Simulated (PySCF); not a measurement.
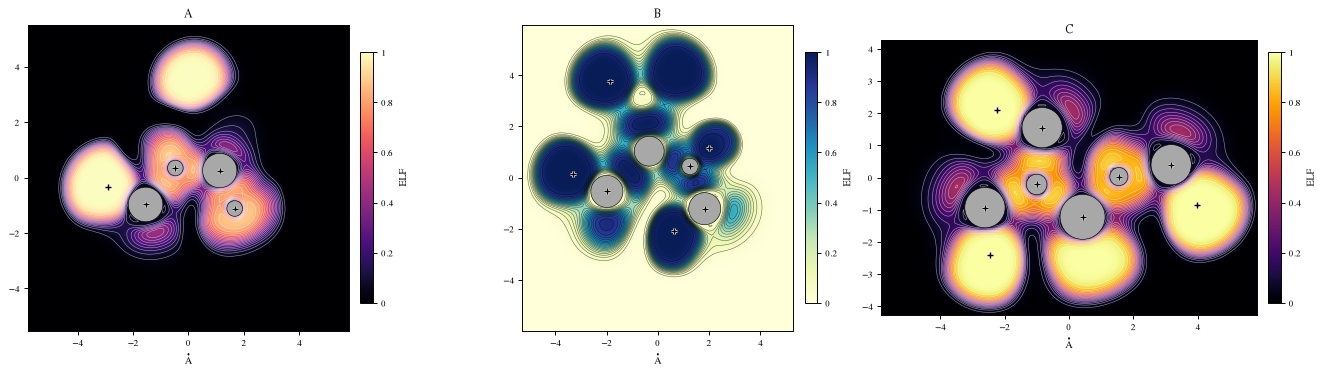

The ELF of 3 systems, each on a plane through atoms (crosses mark nuclei in the plane; grey discs cover the cores).

These are results of PySCF 2.14.0, PBE0/pcSseg-1, SCF density, gas phase, non-relativistic, not measurements.

System 1: H₉NOSi₄ (SMILES [SiH3]O[Si]N([SiH3])[SiH3]), the plane of atoms O2, Si3 and H7. Geometry: PBE0-D3(BJ)/def2-SVP.

| atom | x (Å) | y (Å) | z (Å) |
| --- | --- | --- | --- |
| Si | -1.4437 | -0.3116 | -0.4422 |
| O | -1.1077 | 0.4917 | 1.0000 |
| Si | -1.7736 | 1.1822 | 2.3639 |
| N | 0.2118 | -0.5033 | -0.9635 |
| Si | 0.5886 | -1.3142 | -2.4823 |
| Si | 1.5320 | 0.1093 | 0.0537 |
| H | -3.2620 | 1.0558 | 2.3347 |
| H | -1.2392 | 0.4854 | 3.5685 |
| H | -1.3972 | 2.6237 | 2.4096 |
| H | 1.4258 | -2.5285 | -2.2470 |
| H | 1.3273 | -0.4022 | -3.4057 |
| H | -0.7056 | -1.7172 | -3.1095 |
| H | 1.4713 | 1.5896 | 0.2163 |
| H | 1.5639 | -0.5532 | 1.3883 |
| H | 2.7973 | -0.2327 | -0.6701 |

System 2: ClH₁₀NSi₄, the plane of atoms Si5, N4 and H13. Geometry: PBE0-D3(BJ)/def2-SVP.

```csv
atom,x (Å),y (Å),z (Å)
Si,0.3520,-0.0298,0.6313
Si,0.0085,-2.1528,-0.3003
Si,-1.0323,0.4708,2.4516
N,0.1972,1.2293,-0.5518
Si,0.5049,1.1571,-2.2714
Cl,2.2948,-0.1185,1.4364
H,-1.2753,-2.2033,-1.0654
H,1.1425,-2.5358,-1.1931
H,-0.0646,-3.1211,0.8367
H,-0.7752,-0.4762,3.5772
H,-2.4714,0.3838,2.0520
H,-0.7458,1.8683,2.9061
H,0.1142,2.1662,-0.1611
H,1.8537,1.6781,-2.6528
H,0.4105,-0.2795,-2.6637
H,-0.5229,1.9523,-3.0081
```

System 3: H₉O₄PSi₃ (SMILES O=P(O[SiH3])(O[SiH3])O[SiH3]), the plane of atoms O3, Si4 and H11. Geometry: PBE0-D3(BJ)/def2-SVP.

```yaml
atoms:
  - { symbol: O, position_ang: [-0.0720, -1.9798, 0.1710] }
  - { symbol: P, position_ang: [-0.0538, -0.5647, -0.2481] }
  - { symbol: O, position_ang: [0.8958, 0.3807, 0.6350] }
  - { symbol: Si, position_ang: [1.7394, -0.0809, 2.0355] }
  - { symbol: O, position_ang: [-1.4754, 0.1620, -0.1773] }
  - { symbol: Si, position_ang: [-2.8937, -0.5162, 0.4649] }
  - { symbol: O, position_ang: [0.4395, -0.2666, -1.7266] }
  - { symbol: Si, position_ang: [1.1874, 1.0820, -2.4206] }
  - { symbol: H, position_ang: [2.7223, -1.1471, 1.7078] }
  - { symbol: H, position_ang: [0.7750, -0.5402, 3.0710] }
  - { symbol: H, position_ang: [2.4336, 1.1566, 2.4782] }
  - { symbol: H, position_ang: [-3.9011, 0.5734, 0.3809] }
  - { symbol: H, position_ang: [-2.6658, -0.9077, 1.8824] }
  - { symbol: H, position_ang: [-3.3147, -1.6851, -0.3515] }
  - { symbol: H, position_ang: [2.6320, 1.0811, -2.0616] }
  - { symbol: H, position_ang: [1.0132, 0.9275, -3.8875] }
  - { symbol: H, position_ang: [0.5290, 2.3248, -1.9334] }
```

### Which map belongs to which system?

Panel A is system 3, H₉O₄PSi₃: the plane holds O, P, Si and H. P–O (1.48 Å): the ELF peaks at about 0.80 between the atoms; a polar covalent bond. Panel B is system 2, ClH₁₀NSi₄: the plane holds Si, N and H. Si–N (1.75 Å): the ELF peaks at about 0.90 between the atoms; a polar covalent bond. Panel C is system 1, H₉NOSi₄: the plane holds Si, O, N and H. Si–O (1.67 Å): the ELF peaks at about 0.85 between the atoms (a shared but strongly polarised pair).
